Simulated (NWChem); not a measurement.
**HF/STO-3G run of [CH3]− (SMILES [CH3-])**

What is the energy change on altering one bond length of [CH3]− at HF/STO-3G? 

The results are computed with NWChem 7.3.0.

2 further runs of the same task are left out: 2 set aside as unsound or not needed. Runs told in other sessions of the task aren't counted.

## (1) The system as given

[CH3]−: 4 atoms, total charge -1, spin state singlet. As SMILES, `[CH3-]`. The shape is that of a PBE0-D4/def2-TZVPD optimisation.

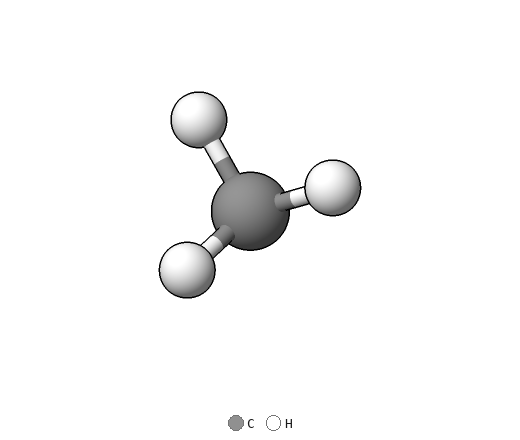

Viewed from a chosen angle; carbon grey, hydrogen white.

## (2) Energy and gradient at HF/STO-3G

Contents of a.nw:

```
START a
TITLE "CH3 gradient"
memory stack 880 mb heap 220 mb global 1100 mb
charge -1

GEOMETRY units bohr noautosym nocenter noautoz
  C     -0.27656142    -0.29341778     0.49361536
  H      0.25426265     1.70094248     0.87919508
  H     -1.48020358    -0.20286210    -1.22420238
  H      1.50250234    -1.20466261    -0.14864586
END

BASIS spherical bse
  * library STO-3G
END

SCF
  thresh 1e-08
  maxiter 80
END

TASK scf gradient
```

Launch:

```sh
$ nwchem a.nw > a.out
```

The program printed:

```text
[...]
  functions       =     8
[...]
  wavefunction    = RHF
[...]
         Total SCF energy =    -38.832118952901
      One-electron energy =    -74.863371674466
      Two-electron energy =     26.555587489935
 Nuclear repulsion energy =      9.475665231631
        Time for solution =      0.1s
[...]
                         RHF ENERGY GRADIENTS
    atom               coordinates                        gradient
                 x          y          z           x          y          z
   1 C      -0.276561  -0.293418   0.493615    0.011769   0.012496  -0.021022
   2 H       0.254263   1.700942   0.879195   -0.003299   0.002022   0.011035
   3 H      -1.480204  -0.202862  -1.224202   -0.009989  -0.005327   0.002921
   4 H       1.502502  -1.204663  -0.148646    0.001518  -0.009191   0.007066
[...]
```

Run time: 0.79 s. Hardware: 1 thread of Intel Xeon Platinum 8259CL at 2.50GHz (Skylake/Cascade Lake), shared host; peak memory 0.099 GiB.

## (3) The distorted shape: the energy at HF/STO-3G

Contents of ch3.nw:

```
start ch3
memory stack 880 mb heap 220 mb global 1100 mb
charge -1

geometry noautosym nocenter noautoz
   C        0.617976      -0.212774       1.352043
   H        0.898876       0.842596       1.556083
   H       -0.783290      -0.107350      -0.647820
   H        1.559416      -0.694984       1.012173
end

basis spherical bse
   * library STO-3G
end

scf
   thresh 1e-08
   maxiter 80
end

task scf energy
```

Launch:

```sh
$ nwchem ch3.nw > ch3.out
```

The program printed:

```text
[...]
  functions       =     8
[...]
  wavefunction    = RHF
[...]
         Total SCF energy =    -38.603471001933
      One-electron energy =    -70.065185102591
      Two-electron energy =     23.785210354302
 Nuclear repulsion energy =      7.676503746355
        Time for solution =      0.1s
[...]
```

Run time: 0.66 s. Hardware: 1 thread of Intel Xeon Platinum 8259CL at 2.50GHz (Skylake/Cascade Lake), shared host; peak memory 0.1 GiB.

## (4) What came out

Level: HF/STO-3G.

```
                                                              quantity         value
                                             first shape: total energy  -38.83212 Eh
                                              first shape: HOMO energy       4.72 eV
                                              first shape: LUMO energy      30.83 eV
    first shape: HOMO–LUMO gap (to an unbound level, set by the basis)      26.11 eV
                                 first shape: largest force on an atom    1.396 eV/Å
                                         distorted shape: total energy  -38.60347 Eh
                                          distorted shape: HOMO energy       4.51 eV
                                          distorted shape: LUMO energy      14.19 eV
distorted shape: HOMO–LUMO gap (to an unbound level, set by the basis)       9.68 eV
     energy change with the C1–H3 bond stretched from 1.111 to 2.444 Å      6.222 eV
```

**Reading.** With the C1–H3 bond stretched from 1.111 to 2.444 Å the energy rises by 6.22 eV (600 kJ/mol). The first shape isn't relaxed at this level, so the change isn't measured from a minimum. The minimal basis adds a large error of its own. The largest force (first shape) is 1.40 eV/Å: the shape isn't a stationary point for this species at this level. Mulliken charges (first shape) run from -0.50 on C1 to -0.17 on H2. The HOMO (first shape) lies at positive energy, 4.72 eV: the electron is unbound at this level or held by a compact basis; values depend on the basis. Mulliken charges (distorted shape) run from -0.62 on H3 to -0.08 on H2. The HOMO (distorted shape) lies at positive energy, 4.51 eV: the electron is unbound at this level or held by a compact basis; values depend on the basis.
